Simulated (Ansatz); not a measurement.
# BAs (F-43m): lattice thermal conductivity

Wanted: κ(T), lifetimes and mean free paths for BAs.

What experiment has found for this phase:
- thermal conductivity 1160 W/m/K near room temperature (given in “Boron isotope effect on the thermal conductivity of boron arsenide single crystals”, 2019, arxiv:1910.02152)
- thermal conductivity 1000 W/m/K near room temperature (given in “Thermal expansion coefficient and lattice anharmonicity of cubic boron arsenide”, 2019, arxiv:1903.01668)

Calculated with Ansatz 0.2.0; DFT r2SCAN, scalar-relativistic, plane waves, PAW.

**1. The structure**

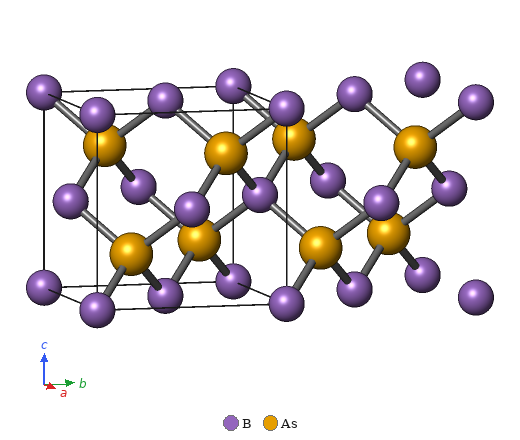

Start, viewed slightly off an axis; boron purple, arsenic orange. 1×2×1 cells are drawn. This picture shows the conventional cell, with its axes. Bonds to atoms that aren't drawn are left out. Some periodic images of atoms are drawn too.

**2. A first coarse run**

Before spending time, one coarse run tells the gap and the pressure of the starting cell.

File input.yaml:

```yaml
crystal:
  lattice:
    - [0.0, 2.3885, 2.3885]
    - [2.3885, 0.0, 2.3885]
    - [2.3885, 2.3885, 0.0]
  atoms:
    - { symbol: B, position: [0.0, 0.0, 0.0] }
    - { symbol: As, position: [0.25, 0.25, 0.25] }
kpoints:
  mp_grid: { grid: [6, 6, 6] }
hamiltonian:
  xc: r2scan
scf:
  occupations: { method: gaussian, width: 0.1 }
output:
  forces: true
  stress: true
  eigenvalues: true
```

On the command line:

```
> ansatz run input.yaml --threads 18 --pin off --max-ram 92160MiB --backend cuda --events-out ev --progress --plain --runs-dir out
```

Numbers of over 12 decimals in the logs are rounded to 6 here.

Log:

```text
Engine: ansatz 0.2.0, aarch64-unknown-linux-gnu
Pseudopotentials: kind: paw
Pseudopotential: B, paw, valence charge 3, recommended cutoff 500 eV (meta_gga), B.paw.azcp
Pseudopotential: As, paw, valence charge 15, recommended cutoff 500 eV (meta_gga), As.paw.azcp
Functional definition: r2SCAN
  parameter k0 = 0.174
  parameter k1 = 0.065
  parameter a1 = 4.9479
  exchange = r2scan_x(k0 = k0, k1 = k1, a1 = a1)
  correlation = r2scan_c
device memory: the entry about to start is reckoned to put 0.7 GiB on a device that reports 182.5 GiB free
GPU FFT provider: cuFFT
GPU libraries: cuBLAS 13.8.1, cuFFT 12.4.0, cuSOLVER 12.3.2
GPU matrix products: emulated (plane waves: as basis.precision tells), large ones in fixed point in workspaces of 1.00 GiB
Crystal: 2 atoms, lattice volume = 27.252 Å³
Basis set: ecut = 500 eV, 701 PW (Γ), exchange–correlation on 100×100×100 points (64 copies of the dense FFT grid, shifted against one another)
Bands: 13, of which v1, the nominal top of the filled ones, is band 9 counted from 1 (8 counted from 0)
Symmetry: 24 space group operations
Space group: F-43m (ITA 216), of the structure as read, at distance tolerance 3.0e-5 Å
k-points: 16 of 216 (time reversal used)
Non-local potential: B, projectors of the file, l = 0: 2, l = 1: 2, l = 2: 1
Non-local potential: As, projectors of the file, l = 0: 2, l = 1: 2, l = 2: 3, l = 3: 1
PAW form: soft (Blöchl's): semilocal exchange-correlation on the pseudo side does not see the compensation charge
PAW frozen core: B, regenerated for the run's functional (the file was generated under x = pbe(κ = 0.804, μ = 0.219515), c = pbe(β = 0.066725))
PAW frozen core: As, regenerated for the run's functional (the file was generated under x = pbe(κ = 0.804, μ = 0.219515), c = pbe(β = 0.066725))
PAW one-centre angular grid: B, 302 points (default); XC on 160 Gauss nodes
PAW one-centre angular grid: As, 590 points (default); XC on 160 Gauss nodes
Initial density: superposition of atomic densities (neutral atoms: chi_scale 0, normalization atom), corrected by the library's trained network
Initial wavefunctions: pseudopotential atomic-orbital guess
GPU buffer pool allocated for 15625 grid points (all kernels)
GPU transforms: local potential and band sums: pruned to the plane-wave sphere, on 25×25×25
Functional: x = r2scan, c = r2scan; τ floored in thin density (d = 2e-4 eV/Å³)
SCF iter   1: F=—  HF=-5021.297874 eV  |F-HF|=—  |Δ(HF+E_count)|=         —  Δρ=5.92e-3  dr2=1.03e-2  dr2_τ=9.66e-2  ethr=1.77e-3  ⟨swp⟩=5.1  Hψ=1200  notcnv=0
preconditioner: auto → none  [insulator: Δε(μ)=1.437 eV  Ē_g=13.196 eV  σ=0.100 eV  W_gap=1.00  n_scr=8 (ndim 8)  ℏωp=20.1 eV  f_vac=0.000  D(μ)=0.00/eV (n_scr^D=0)  ε∞_Penn≈3.3]
SCF iter   2: F=—  HF=-5021.322794 eV  |F-HF|=—  |Δ(HF+E_count)|=   2.49e-2  Δρ=2.50e-3  dr2=9.00e-4  dr2_τ=1.10e-4  ethr=5.74e-5  ⟨swp⟩=2.0  Hψ=544  notcnv=0
SCF iter   3: F=—  HF=-5021.322909 eV  |F-HF|=—  |Δ(HF+E_count)|=   1.14e-4  Δρ=1.34e-3  dr2=2.24e-4  dr2_τ=3.27e-6  ethr=5.00e-6  ⟨swp⟩=2.0  Hψ=350  notcnv=0
SCF iter   4: F=—  HF=-5021.322977 eV  |F-HF|=—  |Δ(HF+E_count)|=   6.84e-5  Δρ=1.88e-4  dr2=4.58e-6  dr2_τ=1.76e-7  ethr=1.24e-6  ⟨swp⟩=1.0  Hψ=208  notcnv=0
SCF iter   5: F=—  HF=-5021.322982 eV  |F-HF|=—  |Δ(HF+E_count)|=   4.99e-6  Δρ=2.88e-5  dr2=1.10e-7  dr2_τ=4.04e-9  ethr=2.54e-8  ⟨swp⟩=1.9  Hψ=250  notcnv=0
SCF iter   6: F=-5021.322982 eV  HF=-5021.322982 eV  |F-HF|=4.58e-9  |Δ(HF+E_count)|=   9.33e-9  Δρ=6.98e-6  dr2=6.46e-9  dr2_τ=2.55e-10  ethr=5.56e-10  ⟨swp⟩=4.9  Hψ=864  notcnv=0
SCF 1 converged in 6 iterations: F = -5021.322982 eV  dr2 = 6.46e-9
  greatest PAW one-centre occupation: 0.999 electrons in one spin orbital (limit 2), on the As atom at site 1 (counted from 0), in its partial waves of l = 2
SCF converged after 6 iterations
Free energy (F): -5021.322982 eV
Harris-Foulkes:  -5021.322982 eV  (|F-HF|=4.58e-9)
Internal energy: -5021.322982 eV  (E = F + TS)
E sigma→0 (E₀):  -5021.322982 eV
Fermi energy:    11.772834 eV
--- Per-component energies (eV) ---
  E_band       = -222.531586
  E_kinetic    = 151.704968
  E_local      = -1694.488346  (includes V_loc(G=0)·N_el)
  E_nonlocal   = -657.647857
  E_hartree    = 941.218898
  E_xc         = -105.681564
  E_vxc        = -125.657213  (∫ρ·V_xc dr)
  E_paw        = -1929.178228  (= ΣΔE_a)
  E_vpaw       = 214.868133  (= ΣTr[D̂ρ^β])
  E_aug_tail   = -0.000007  (compensation charges beyond the density's cutoff)
  E_vtau       = 6.249257  (kinetic-family band-sum trace: ∫τ·v_τ [+ j·A + Jᵃ·Aᵃ] dr)
  E_ewald      = -1725.774997
  E_core_change = -1.475850  (= ΣΔE_core)
  E_smearing   = -0.000000  (= −TS)
  E_closure    = -0.000000  (closes the sum)
  Σ components = -5021.322982   (vs F -5021.322982, Δ=0.00e0)
--- Forces (eV/Å), atoms counted from 1 ---
  atom   1  B      0.00000000    -0.00000000    -0.00000000
  atom   2  As     0.00000000    -0.00000000     0.00000000
  max |Σ_I F_I| component: 4.86e-16 eV/Å
--- Stress (GPa, compression-positive) ---
        0.650979       0.000000      -0.000000
        0.000000       0.650979       0.000000
       -0.000000       0.000000       0.650979
  P = ⅓ Tr σ = 0.6510 GPa (6.510 kbar)
--- Band table (eV; the first three rows and the last of 16) ---
  k-point 0: bands = [... 5 lower, -5.1222, 11.0431, 11.0431, 11.0431, 14.4833, 14.4833, 14.4833, 16.1630]
  k-point 1: bands = [... 5 lower, -4.6457, 7.9272, 10.3155, 10.3155, 14.6254, 15.4335, 15.4335, 18.2127]
  k-point 2: bands = [... 5 lower, -3.3119, 3.9541, 9.4277, 9.4277, 14.1868, 16.1514, 16.1514, 20.4413]
  k-point 15: bands = [... 5 lower, -0.5362, 2.2993, 5.6415, 5.8477, 15.1238, 15.3843, 20.2467, 20.5401]
```

Elapsed: 1.4 s, on 1 × NVIDIA GB200 with 18 threads of Arm Neoverse V2, shared host; peak memory 1.1 GiB; 2.2 s of CPU time.

The column dr2 measures how far the density is from self-consistency, as an energy; F and HF (Harris–Foulkes) agree once it is small.

A gap read on the k-mesh alone can miss the band edges.

This step gave:

```yaml
pressure: 0.6510 GPa
gap_on_the_k_mesh: 1.464 eV
volume_per_atom: 13.63 Å³
```

The start is under 0.65 GPa at this level and looks like an insulator or semiconductor on this mesh.

**3. Finding the static equilibrium**

The vibrations must be taken about the equilibrium of this functional, not about the starting cell, so the structure is relaxed.

input.yaml, the sections that differ from step 2:

```yaml
kpoints:
  mp_grid: { grid: [10, 10, 10] }
scf:
  occupations: { method: gaussian, width: 0.02 }
relax:
  adjacent_minimum: "off"
  f_tol: 0.005
  max_steps: 80
  cell: { stress_tol: 0.05 }
# crystal, hamiltonian, output: as in step 2
```

Log:

```text
[...]
Crystal: 2 atoms, lattice volume = 27.252 Å³
Basis set: ecut = 500 eV, 701 PW (Γ), exchange–correlation on 100×100×100 points (64 copies of the dense FFT grid, shifted against one another)
Bands: 13, of which v1, the nominal top of the filled ones, is band 9 counted from 1 (8 counted from 0)
Symmetry: 24 space group operations
[...]
k-points: 47 of 1000 (time reversal used)
[...]
SCF iter   1: F=—  HF=-5021.316838 eV  |F-HF|=—  |Δ(HF+E_count)|=         —  Δρ=5.85e-3  dr2=1.04e-2  dr2_τ=9.54e-2  ethr=1.77e-3  ⟨swp⟩=5.8  Hψ=3458  notcnv=0
[...]
SCF iter   2: F=—  HF=-5021.341305 eV  |F-HF|=—  |Δ(HF+E_count)|=   2.45e-2  Δρ=2.45e-3  dr2=8.65e-4  dr2_τ=1.11e-4  ethr=5.78e-5  ⟨swp⟩=2.7  Hψ=1660  notcnv=0
[...]
SCF iter   6: F=-5021.341475 eV  HF=-5021.341475 eV  |F-HF|=1.26e-9  |Δ(HF+E_count)|=   6.31e-9  Δρ=7.42e-6  dr2=1.11e-8  dr2_τ=3.36e-10  ethr=2.37e-10  ⟨swp⟩=2.3  Hψ=2267  notcnv=0
SCF 1 converged in 6 iterations: F = -5021.341475 eV  dr2 = 1.11e-8
[...]
relax step   1: F+E_penalty+E_count = -5021.34147492 eV  Δ(F+E_penalty+E_count) = +0.000e0 eV  max|allowed force component| = 2.729e-16 eV/Å  Δτ_max = 0.0000 Å  P = +0.611 GPa  Ω = 27.252 Å³  (6 SCF iters, dr2 threshold 1.00e-7 eV, accepted)
[...]
Crystal: 2 atoms, lattice volume = 27.340 Å³
Basis set: ecut = 500 eV, 725 PW (Γ), exchange–correlation on 100×100×100 points (64 copies of the dense FFT grid, shifted against one another)
[...]
iter 1 solved again at ethr=4.38e-7 eV; its pass at ethr=3.10e-3 eV (dr2=7.89e-5 eV) is discarded
[...]
SCF iter   2: F=—  HF=-5021.341672 eV  |F-HF|=—  |Δ(HF+E_count)|=   2.80e-5  Δρ=1.08e-4  dr2=3.97e-6  dr2_τ=3.72e-7  ethr=4.21e-7  ⟨swp⟩=2.0  Hψ=750  notcnv=0
[...]
SCF iter   4: F=-5021.341672 eV  HF=-5021.341672 eV  |F-HF|=8.23e-9  |Δ(HF+E_count)|=   2.48e-8  Δρ=8.85e-6  dr2=1.89e-8  dr2_τ=4.43e-10  ethr=1.11e-9  ⟨swp⟩=5.0  Hψ=2649  notcnv=0
SCF 2 converged in 4 iterations: F = -5021.341672 eV  dr2 = 1.89e-8
relax step   2: F+E_penalty+E_count = -5021.34167151 eV  Δ(F+E_penalty+E_count) = -1.966e-4 eV  max|allowed force component| = 1.128e-16 eV/Å  Δτ_max = 0.0000 Å  P = +0.154 GPa  Ω = 27.340 Å³  energy of the carried Pulay correction = -1.231e-5 eV  (4 SCF iters, dr2 threshold 2.00e-7 eV, accepted)
[...]
Crystal: 2 atoms, lattice volume = 27.370 Å³
[...]
SCF iter   3: F=-5021.341682 eV  HF=-5021.341682 eV  |F-HF|=6.11e-10  |Δ(HF+E_count)|=   1.08e-8  Δρ=1.41e-5  dr2=5.48e-8  dr2_τ=2.68e-9  ethr=3.32e-10  ⟨swp⟩=5.1  Hψ=2818  notcnv=0
SCF 3 converged in 3 iterations: F = -5021.341682 eV  dr2 = 5.48e-8
relax step   3: F+E_penalty+E_count = -5021.34168187 eV  Δ(F+E_penalty+E_count) = -1.035e-5 eV  max|allowed force component| = 6.737e-17 eV/Å  Δτ_max = 0.0000 Å  P = +0.002 GPa  Ω = 27.370 Å³  energy of the carried Pulay correction = -1.649e-5 eV  (3 SCF iters, dr2 threshold 5.97e-8 eV, accepted)
[...]
SCF iter   1: F=—  HF=-5021.341676 eV  |F-HF|=—  |Δ(HF+E_count)|=         —  Δρ=1.97e-5  dr2=5.78e-8  dr2_τ=3.26e-9  ethr=2.78e-8  ⟨swp⟩=3.0  Hψ=5084  notcnv=0
[...]
SCF iter   2: F=—  HF=-5021.341700 eV  |F-HF|=—  |Δ(HF+E_count)|=   2.47e-5  Δρ=9.73e-6  dr2=1.18e-8  dr2_τ=2.87e-9  ethr=3.21e-10  ⟨swp⟩=2.1  Hψ=769  notcnv=0
[...]
SCF iter   5: F=-5021.341700 eV  HF=-5021.341700 eV  |F-HF|=9.09e-13  |Δ(HF+E_count)|=  9.09e-11  Δρ=9.37e-8  dr2=2.16e-12  dr2_τ=1.61e-13  ethr=1.00e-12  ⟨swp⟩=5.4  Hψ=2695  notcnv=0
SCF 4 converged in 5 iterations: F = -5021.341700 eV  dr2 = 2.16e-12
relax step   4: F+E_penalty+E_count = -5021.34170046 eV  Δ(F+E_penalty+E_count) = -1.859e-5 eV  max|allowed force component| = 5.031e-17 eV/Å  Δτ_max = 0.0000 Å  P = +0.002 GPa  Ω = 27.370 Å³  stress off target by 2.02e-3 GPa  SCF on the basis re-selected at this cell (its energy is not comparable with the rows above)  (5 SCF iters)
basis re-selected at this cell: Δ(F+E_penalty+E_count) = -1.859e-5 eV, ΔP = +0.000 GPa vs the last step (what re-selecting the basis moved, of the pressure what is left beyond the Pulay correction that the steps carried, after the strain that the cell walked since its last selection, with what the two solves' SCF thresholds leave and, on support functions, any second-order correction that the steps lacked; it is no m [...]
SCF converged after 5 iterations
Free energy (F): -5021.341700 eV
[...]
Internal energy: -5021.341700 eV  (E = F + TS)
E sigma→0 (E₀):  -5021.341700 eV
Fermi energy:    11.656296 eV
[...]
--- Stress (GPa, compression-positive) ---
        0.002019      -0.000000      -0.000000
       -0.000000       0.002019       0.000000
        0.000000       0.000000       0.002019
  P = ⅓ Tr σ = 0.0020 GPa (0.020 kbar)
--- Band table (eV; the first three rows and the last of 47) ---
  k-point 0: bands = [... 5 lower, -5.1548, 10.9690, 10.9690, 10.9690, 14.4058, 14.4058, 14.4058, 16.0309]
  k-point 1: bands = [... 5 lower, -4.9827, 9.4991, 10.6483, 10.6483, 14.6308, 14.8295, 14.8295, 16.9237]
  k-point 2: bands = [... 5 lower, -4.4750, 7.0209, 10.0386, 10.0386, 14.4416, 15.5957, 15.5957, 18.6808]
  k-point 46: bands = [... 5 lower, -0.5672, 2.3292, 5.3874, 5.6488, 15.8539, 16.2208, 19.2343, 19.4135]
--- Relaxed structure (3 steps of the walk, 3 accepted, 1 SCFs on fresh bases) ---
  F+E_penalty+E_count = -5021.34170046 eV   max|allowed force component| = 5.031e-17 eV/Å   (the final SCF, on the basis selected at the relaxed cell)
  cell:  # Å, volume = 27.3696 Å³
    - [0, 2.391917, 2.391917]
    - [2.391917, 0, 2.391917]
    - [2.391917, 2.391917, 0]
  atoms:
    - { symbol: B, position: [0, 0, 0] }
    - { symbol: As, position: [0.25, 0.25, 0.25] }
```

Elapsed: 2.7 s, on 1 × NVIDIA GB200 with 18 threads; peak memory 1.1 GiB; 6 s of CPU time.

The steps of the relaxation:

```csv
step,energy less that of the first step (eV),largest force component (eV/Å),pressure (GPa),volume (Å³)
1,0.0000,0.0000,0.61,27.25
2,-0.0002,0.0000,0.15,27.34
3,-0.0002,0.0000,0.00,27.37
4*,-0.0002,0.0000,0.00,27.37
```

Relaxation steps marked * repeat the geometry before them on a plane-wave basis chosen anew for their cell, so energy and pressure can jump there.

The run keeps the 24 symmetry operations that it works with, so distortions that break them were not tested.

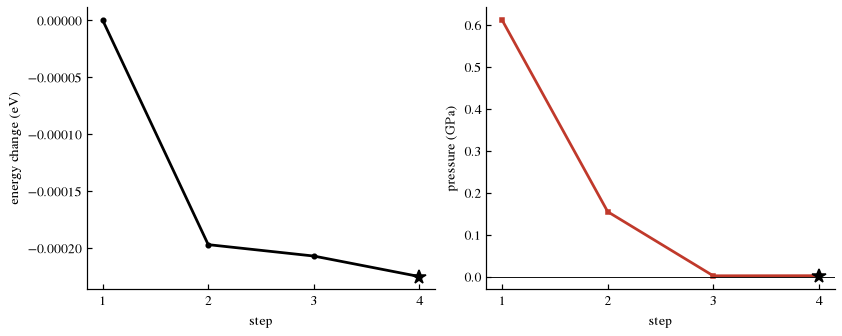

Energy and pressure along the relaxation. Stars mark steps on a basis chosen anew.

```csv
"conventional cell, symmetrised",before,after,change
a (Å),4.777,4.784,+0.1 %
b (Å),4.777,4.784,+0.1 %
c (Å),4.777,4.784,+0.1 %
volume (Å³/atom),13.63,13.68,+0.4 %
```

The relaxed structure:

```xyz
2
Lattice="0.0000 2.3919 2.3919 2.3919 0.0000 2.3919 2.3919 2.3919 0.0000" Properties=species:S:1:pos:R:3 pbc="T T T"
B     0.0000    0.0000    0.0000
As    1.1960    1.1960    1.1960
```

Numbers from this step:

- pressure: 0.002019 GPa
- gap on the k-mesh: 1.375 eV
- volume per atom: 13.68 Å³

The cell grew by 0.4 % in volume.

**4. Tight relaxation**

The relaxation is repeated with tighter thresholds on force and stress, since phonons are sensitive to what is left; a change of mesh or smearing in the input moves the cell too.

File input.yaml:

```yaml
crystal:
  lattice:
    - [0.0, 2.3919171792, 2.3919171792]
    - [2.3919171792, 0.0, 2.3919171792]
    - [2.3919171792, 2.3919171792, 0.0]
  atoms:
    - { symbol: B, position: [0.0, 0.0, 0.0] }
    - { symbol: As, position: [0.25, 0.25, 0.25] }
kpoints:
  mp_grid: { grid: [12, 12, 12] }
hamiltonian:
  xc: r2scan
scf:
  occupations: { method: fixed }
output:
  forces: true
  stress: true
  eigenvalues: true
relax:
  adjacent_minimum: "off"
  f_tol: 0.001
  max_steps: 60
  cell: { stress_tol: 0.01 }
```

Log:

```text
[...]
GPU FFT provider: cuFFT
GPU libraries: cuBLAS 13.8.1, cuFFT 12.4.0, cuSOLVER 12.3.2
[...]
Crystal: 2 atoms, lattice volume = 27.370 Å³
Basis set: ecut = 500 eV, 725 PW (Γ), exchange–correlation on 100×100×100 points (64 copies of the dense FFT grid, shifted against one another)
[...]
k-point 71: bands = [... 5 lower, -0.5508, 2.3839, 5.2592, 5.5591, 16.6695, 17.4081, 18.1572, 18.3538]
--- Relaxed structure (1 steps of the walk, 1 accepted, 1 SCFs on fresh bases) ---
[...]
cell:  # Å, volume = 27.3696 Å³
    - [0.0, 2.3919171792, 2.3919171792]
    - [2.3919171792, 0.0, 2.3919171792]
    - [2.3919171792, 2.3919171792, 0.0]
  atoms:
    - { symbol: B, position: [0.0, 0.0, 0.0] }
    - { symbol: As, position: [0.25, 0.25, 0.25] }
[key lines of the parts left out:]
SCF converged after 5 iterations
Free energy (F): -5021.342015 eV
Fermi energy:    10.968824 eV
P = ⅓ Tr σ = 0.0030 GPa (0.030 kbar)
```

The job ended after 2.2 s (1 × NVIDIA GB200 with 18 threads; peak memory 1.1 GiB).

Little changed from the start: no atom moved by 0.005 Å and no cell edge by 0.1 %.

This step gave:

| Quantity | Value |
| --- | --- |
| pressure | 0.003019 GPa |
| gap on the k-mesh | 1.385 eV |

The residual pressure is 0.0030 GPa, small enough for phonons.

(Part 1 of 2 ends here.)

[Logs are printed without paths, hosts, clocks, repeated set-up lines and the standing remarks that a program may print on its own settings, such as how far it seeks lower states.]

[Hosts, paths, dates, database ids (printed as entryN), source tags and the programs' standing remarks are cut or masked in the printed files.]

[A step with changed settings may run another functional than the one named; its input shows which.]
